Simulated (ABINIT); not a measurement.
# LiHF2 (R-3m): G0W0 in ABINIT against the exchange cutoff

Aim: move the exchange cutoff of a G0W0 run on LiHF2 (R-3m) over a wide range.

Method: LDA and many-body steps on it, plane waves, in ABINIT 10.8.3.

## Step 1: The structure

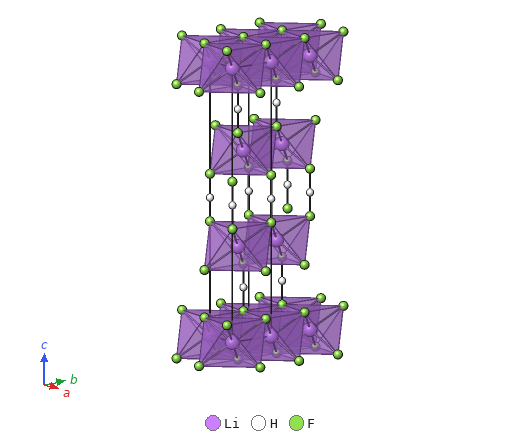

Start, viewed slightly off an axis; lithium purple, hydrogen white, fluorine green. 1×2×1 cells are drawn. This picture shows the conventional cell, with its axes. Some periodic images of atoms are drawn too.

As a file:

```cif
data_structure
_symmetry_space_group_name_H-M 'P 1'
_symmetry_Int_Tables_number 1
_cell_length_a 4.6837
_cell_length_b 4.6837
_cell_length_c 4.6837
_cell_angle_alpha 36.505
_cell_angle_beta 36.505
_cell_angle_gamma 36.505
_cell_volume 32.55
loop_
_atom_site_label
_atom_site_type_symbol
_atom_site_fract_x
_atom_site_fract_y
_atom_site_fract_z
_atom_site_occupancy
Li1 Li 0.00000 0.00000 0.00000 1
H2 H 0.50000 0.50000 0.50000 1
F3 F 0.41330 0.41330 0.41330 1
F4 F 0.58670 0.58670 0.58670 1
```

The cell and positions are those that the Materials Project relaxed with its own functionals (PBE, PBE+U or r2SCAN), kept fixed.

## Step 2: Screening, 4×4×4 mesh, 22 bands, screening to 106.1 eV

This step: ABINIT 10.8.3; RPA screening on LDA, plane waves, norm-conserving pseudopotentials.

The RPA dielectric matrix is built and inverted for each q.

File run.abi:

```
acell 3*1.0 Angstrom
rprim 
  1.466983587415 0.846963369091 4.366688724100
  -1.466983587415 0.846963369091 4.366688724100
  0.000000000000 -1.693926738182 4.366688724100
ntypat 3
znucl 3 1 9
natom 4
typat 1 2 3 3
xred 
  0.000000000000 0.000000000000 0.000000000000
  0.500000000000 0.500000000000 0.500000000000
  0.413301880000 0.413301880000 0.413301880000
  0.586698120000 0.586698120000 0.586698120000
pp_dirpath "pseudos"
pseudos "Li.upf, H.upf, F.upf"
ecut 36
ngkpt 4 4 4
nshiftk 1
shiftk 0 0 0
kptopt 1
chksymbreak 0
istwfk *1
occopt 1
irdwfk 1
optdriver 3
nband 22
ecuteps 3.9
inclvkb 2
awtr 1
symchi 1
indata_prefix "in"
outdata_prefix "out"
tmpdata_prefix "tmp"
```

On the command line:

```
> OMP_NUM_THREADS=1 mpirun -n 4 abinit run.abi > log
```

Output:

```text
.Version 10.8.3 of ABINIT. v10.8.2 released Aug 2026.

 Symmetries : space group R-3 m (#166); Bravais hR (rhombohedral)
[... echo of the input left out ...]
== DATASET  1 ==================================================================
-   mpi_nproc: 4, omp_nthreads: 1 (-1 if OMP is not activated)

--- !DatasetInfo
iteration_state: {dtset: 1, }
dimensions: {natom: 4, nkpt: 13, mband: 22, nsppol: 1, nspinor: 1, nspden: 1, mpw: 2290, }
cutoff_energies: {ecut:  36.0, pawecutdg:  -1.0, }
electrons: {nelect:   1.80000000E+01, charge:   0.00000000E+00, occopt:   1.00000000E+00, tsmear:   1.00000000E-02, }

 SCREENING: Calculation of the susceptibility and dielectric matrices

 Based on a program developped by R.W. Godby, V. Olevano, G. Onida, and L. Reining.
 Incorporated in ABINIT by V. Olevano, G.-M. Rignanese, and M. Torrent.
.Using double precision arithmetic ; gwpc =  8

[... cell and pseudopotentials left out ...]
--------------------------------------------------------------------------------

 ==== K-mesh for the wavefunctions ====
 Number of points in the irreducible wedge :    13
[... list of points left out ...]
 Together with 12 symmetry operations and time-reversal symmetry
 yields    64 points in the full Brillouin Zone.

 ==== Q-mesh for the screening function ====
 Number of points in the irreducible wedge :    13
[... list of points left out ...]
 Together with 12 symmetry operations and time-reversal symmetry
 yields    64 points in the full Brillouin Zone.

 setmesh: FFT mesh size selected  =    32x   32x   32
          total number of points  =        32768

 vcoul_init : cutoff-mode = AUXILIARY_FUNCTION
 q-points for optical limit:   1
     1)      0.000010    0.000020    0.000030

- screening: taking advantage of time-reversal symmetry
- Maximum band index for partially occupied states nbvw = 9
- Remaining bands to be divided among processors   nbcw = 13
- Number of bands treated by each node ~3

 Number of electrons calculated from density =   18.0000; Expected =   18.0000
 average of density, n =  0.081937
 r_s =    1.4283
 omega_plasma =   27.6119 [eV]

 calculating chi0 at frequencies [eV] :
  1    0.000000E+00    0.000000E+00
  2    0.000000E+00    2.761194E+01

--------------------------------------------------------------------------------
  q-point number  1        q = ( 0.000000, 0.000000, 0.000000) [r.l.u.]
--------------------------------------------------------------------------------
[... chi0 elements left out ...]
 For q-point:  0.000010 0.000020 0.000030
  dielectric constant =   1.8616
  dielectric constant without local fields =   1.9196

  Average fulfillment of the sum rule on Im[epsilon] for q-point    1 :     22.63  [%]
[... wings left out ...]
  q-point number  2        q = ( 0.250000, 0.000000, 0.000000) [r.l.u.]
--------------------------------------------------------------------------------
[... chi0 elements left out ...]
  Average fulfillment of the sum rule on Im[epsilon] for q-point    2 :     32.07  [%]

 [... 11 further q-points ...]
```

Wall time 7 s (4 MPI ranks of Arm Neoverse V2, shared host); peak memory 0.65 GiB.

Numbers from this step:

* ε∞ with local fields, on this mesh, along the program's q direction: 1.862
* the same without local fields: 1.920
* plasma frequency: 27.61 eV
* plane waves in the screening matrix: 85

Local fields lower ε∞ by 3 %.

## Step 3: 3.6 Ha

This step: G0W0 on LDA, plane waves, norm-conserving pseudopotentials.

Edit run.abi of step 2 so:

```diff
@@ -25,8 +25,17 @@
 irdwfk 1
-optdriver 3
+optdriver 4
 nband 22
+gwcalctyp 0
+ecutsigx 3.6
+symsigma 1
+nkptgw 2
+kptgw 
+  0.5000000000 0.5000000000 0.5000000000
+  0.0000000000 0.0000000000 0.0000000000
+bdgw 
+  8 11
+  8 11
 ecuteps 3.9
-inclvkb 2
-awtr 1
-symchi 1
+irdscr 1
+ppmodel 1
 indata_prefix "in"
```

Output:

```text
.Version 10.8.3 of ABINIT. v10.8.2 released Aug 2026.

 Symmetries : space group R-3 m (#166); Bravais hR (rhombohedral)
[... echo of the input left out ...]
== DATASET  1 ==================================================================
-   mpi_nproc: 4, omp_nthreads: 1 (-1 if OMP is not activated)

--- !DatasetInfo
iteration_state: {dtset: 1, }
dimensions: {natom: 4, nkpt: 13, mband: 22, nsppol: 1, nspinor: 1, nspden: 1, mpw: 2290, }
cutoff_energies: {ecut:  36.0, pawecutdg:  -1.0, }
electrons: {nelect:   1.80000000E+01, charge:   0.00000000E+00, occopt:   1.00000000E+00, tsmear:   1.00000000E-02, }

 SIGMA: Calculation of the GW corrections

 Based on a program developped by R.W. Godby, V. Olevano, G. Onida, and L. Reining.
 Incorporated in ABINIT by V. Olevano, G.-M. Rignanese, and M. Torrent.
.Using double precision arithmetic ; gwpc =  8

[... cell and pseudopotentials left out ...]
--------------------------------------------------------------------------------

 ==== K-mesh for the wavefunctions ====
 Number of points in the irreducible wedge :    13
[... list of points left out ...]
 Together with 12 symmetry operations and time-reversal symmetry
 yields    64 points in the full Brillouin Zone.

 ==== Q-mesh for screening function ====
 Number of points in the irreducible wedge :    13
[... list of points left out ...]
 Together with 12 symmetry operations and time-reversal symmetry
 yields    64 points in the full Brillouin Zone.

 vcoul_init : cutoff-mode = AUXILIARY_FUNCTION
 q-points for optical limit:   1
     1)      0.000010    0.000020    0.000030
 setmesh: FFT mesh size selected  =    32x   32x   32
          total number of points  =        32768

 Number of electrons calculated from density =   18.0000; Expected =   18.0000
 average of density, n =  0.081937
 r_s =    1.4283
 omega_plasma =   27.6119 [eV]

 === KS Band Gaps ===
  >>>> For spin  1
   Minimum direct gap =   8.3056 [eV], located at k-point      :   0.0000  0.0000  0.0000
   Fundamental gap    =   8.1022 [eV], Top of valence bands at :   0.5000  0.5000  0.5000
                                       Bottom of conduction at :   0.0000  0.0000  0.0000
 SIGMA fundamental parameters:
 PLASMON POLE MODEL  1
 number of plane-waves for SigmaX                   73
 number of plane-waves for SigmaC and W             73
 number of plane-waves for wavefunctions          2267
 number of bands                                    22
 number of independent spin polarizations            1
 number of spinorial components                      1
 number of k-points in IBZ                          13
 number of q-points in IBZ                          13
 number of symmetry operations                      12
 number of k-points in BZ                           64
 number of q-points in BZ                           64
 number of frequencies for dSigma/dE                 9
 frequency step for dSigma/dE [eV]                0.25
 number of omega for Sigma on real axis              0
 max omega for Sigma on real axis  [eV]           0.00
 zcut for avoiding poles [eV]                     0.10

 EPSILON^-1 parameters (SCR file):
 dimension of the eps^-1 matrix on file             85
 dimension of the eps^-1 matrix used                73
 number of plane-waves for wavefunctions          2267
 number of bands                                    22
 number of q-points in IBZ                          13
 number of frequencies                               2
 number of real frequencies                          1
 number of imag frequencies                          1

 matrix elements of self-energy operator (all in [eV])

 Perturbative Calculation

--- !SelfEnergy_ee
iteration_state: {dtset: 1, }
kpoint     : [   0.500,    0.500,    0.500, ]
spin       : 1
KS_gap     :    8.980
QP_gap     :   11.777
Delta_QP_KS:    2.797
data: !SigmaeeData |
     Band     E0 <VxcDFT>   SigX SigC(E0)      Z dSigC/dE  Sig(E)    E-E0       E
        8  -2.764 -22.870 -26.372   4.867   0.833  -0.200 -21.733   1.137  -1.626
        9  -2.764 -22.870 -26.372   4.867   0.833  -0.200 -21.733   1.137  -1.626
       10   6.216 -10.500  -3.895  -2.238   0.901  -0.110  -6.566   3.934  10.151
       11   9.482 -12.487  -4.502  -2.417   0.893  -0.120  -7.515   4.973  14.454

--- !SelfEnergy_ee
iteration_state: {dtset: 1, }
kpoint     : [   0.000,    0.000,    0.000, ]
spin       : 1
KS_gap     :    8.306
QP_gap     :   11.394
Delta_QP_KS:    3.089
data: !SigmaeeData |
     Band     E0 <VxcDFT>   SigX SigC(E0)      Z dSigC/dE  Sig(E)    E-E0       E
        8  -2.967 -22.668 -26.297   4.872   0.833  -0.201 -21.633   1.035  -1.933
        9  -2.967 -22.668 -26.297   4.872   0.833  -0.201 -21.633   1.035  -1.933
       10   5.338 -11.080  -4.253  -2.254   0.902  -0.109  -6.957   4.123   9.462
       11  10.038  -9.600  -2.952  -2.467   0.904  -0.106  -5.819   3.780  13.819

== END DATASET(S) ==============================================================
================================================================================

 -outvars: echo values of variables after computation  --------
           etotal      0.0000000000E+00
            nband          22
             nkpt          13
          spgroup         166
 [... the other variables as echoed above ...]

 Calculation completed.
```

The job ended after 2.2 s (4 MPI ranks; peak memory 0.15 GiB; 8.5 s of CPU time).

This step gave:

| Quantity | Value |
| --- | --- |
| G0W0 gap on the points computed | 11.09 eV |
| starting gap on the mesh | 8.102 eV |
| k of the valence top | 0.5, 0.5, 0.5 |
| k of the conduction bottom | 0, 0, 0 |
| Z at the valence top | 0.833 |
| Z at the conduction bottom | 0.902 |
| least direct G0W0 gap on the computed points | 11.39 eV |

## Step 4: 7.2 Ha

Edit run.abi of step 3 so:

```diff
@@ -28,3 +28,3 @@
 gwcalctyp 0
-ecutsigx 3.6
+ecutsigx 7.2
 symsigma 1
```

Output:

```text
.Version 10.8.3 of ABINIT. v10.8.2 released Aug 2026.

 Symmetries : space group R-3 m (#166); Bravais hR (rhombohedral)
[... echo of the input left out ...]
== DATASET  1 ==================================================================
-   mpi_nproc: 4, omp_nthreads: 1 (-1 if OMP is not activated)

--- !DatasetInfo
iteration_state: {dtset: 1, }
dimensions: {natom: 4, nkpt: 13, mband: 22, nsppol: 1, nspinor: 1, nspden: 1, mpw: 2290, }
cutoff_energies: {ecut:  36.0, pawecutdg:  -1.0, }
electrons: {nelect:   1.80000000E+01, charge:   0.00000000E+00, occopt:   1.00000000E+00, tsmear:   1.00000000E-02, }

 SIGMA: Calculation of the GW corrections

 Based on a program developped by R.W. Godby, V. Olevano, G. Onida, and L. Reining.
 Incorporated in ABINIT by V. Olevano, G.-M. Rignanese, and M. Torrent.
.Using double precision arithmetic ; gwpc =  8

[... cell and pseudopotentials left out ...]
--------------------------------------------------------------------------------

 ==== K-mesh for the wavefunctions ====
 Number of points in the irreducible wedge :    13
[... list of points left out ...]
 Together with 12 symmetry operations and time-reversal symmetry
 yields    64 points in the full Brillouin Zone.

 ==== Q-mesh for screening function ====
 Number of points in the irreducible wedge :    13
[... list of points left out ...]
 Together with 12 symmetry operations and time-reversal symmetry
 yields    64 points in the full Brillouin Zone.

 vcoul_init : cutoff-mode = AUXILIARY_FUNCTION
 q-points for optical limit:   1
     1)      0.000010    0.000020    0.000030
 setmesh: FFT mesh size selected  =    36x   36x   36
          total number of points  =        46656

 Number of electrons calculated from density =   18.0000; Expected =   18.0000
[...]
number of omega for Sigma on real axis              0
 max omega for Sigma on real axis  [eV]           0.00
 zcut for avoiding poles [eV]                     0.10

 EPSILON^-1 parameters (SCR file):
 dimension of the eps^-1 matrix on file             85
 dimension of the eps^-1 matrix used                85
 number of plane-waves for wavefunctions          2267
 number of bands                                    22
 number of q-points in IBZ                          13
 number of frequencies                               2
 number of real frequencies                          1
 number of imag frequencies                          1

 matrix elements of self-energy operator (all in [eV])

 Perturbative Calculation

--- !SelfEnergy_ee
iteration_state: {dtset: 1, }
kpoint     : [   0.500,    0.500,    0.500, ]
spin       : 1
KS_gap     :    8.980
QP_gap     :   13.107
Delta_QP_KS:    4.126
data: !SigmaeeData |
     Band     E0 <VxcDFT>   SigX SigC(E0)      Z dSigC/dE  Sig(E)    E-E0       E
        8  -2.764 -22.870 -29.111   4.986   0.830  -0.205 -23.911  -1.041  -3.805
        9  -2.764 -22.870 -29.111   4.986   0.830  -0.205 -23.911  -1.041  -3.805
       10   6.216 -10.500  -4.843  -2.230   0.900  -0.111  -7.415   3.085   9.302
[...]
--- !SelfEnergy_ee
iteration_state: {dtset: 1, }
kpoint     : [   0.000,    0.000,    0.000, ]
spin       : 1
KS_gap     :    8.306
QP_gap     :   12.437
Delta_QP_KS:    4.131
data: !SigmaeeData |
     Band     E0 <VxcDFT>   SigX SigC(E0)      Z dSigC/dE  Sig(E)    E-E0       E
[...]
10   5.338 -11.080  -5.498  -2.230   0.901  -0.110  -8.060   3.020   8.359
       11  10.038  -9.600  -3.544  -2.456   0.904  -0.106  -6.346   3.254  13.292

== END DATASET(S) ==============================================================
================================================================================

 -outvars: echo values of variables after computation  --------
           etotal      0.0000000000E+00
            nband          22
             nkpt          13
          spgroup         166
 [... the other variables as echoed above ...]

 Calculation completed.
```

Run time: 2.4 s. Hardware: 4 MPI ranks; peak memory 0.15 GiB.

Numbers from this step:

| Item | Value |
| --- | --- |
| G0W0 gap on the points computed | 12.16 eV |
| starting gap on the mesh | 8.102 eV |
| k of the valence top | 0.5, 0.5, 0.5 |
| k of the conduction bottom | 0, 0, 0 |
| Z at the valence top | 0.83 |
| Z at the conduction bottom | 0.901 |
| least direct G0W0 gap on the computed points | 12.44 eV |

(Continued in part 2 of 2.)

[Paths, hosts, dates, memory and timing lines, banners, echoed tables and standing remarks are left out of the program output.]

[Logs are printed without paths, hosts, clocks, repeated set-up lines and the standing remarks that a program may print on its own settings, such as how far it seeks lower states.]

[Runs of the session that timed out or met a known fault of the program may be left out.]

[Hosts, paths, dates, database ids (printed as entryN), source tags and the programs' standing remarks are cut or masked in the printed files.]

[G0W0 gaps are taken among the corrected bands and points alone; a level outside them can change the order at an edge.]

[Where Ansatz stands beside ABINIT at settings called matched, ABINIT's density can come from a denser mesh and the files from another edition; pairs whose starting gaps differed by over 0.03 eV were left out, so agreement reads better than it is.]
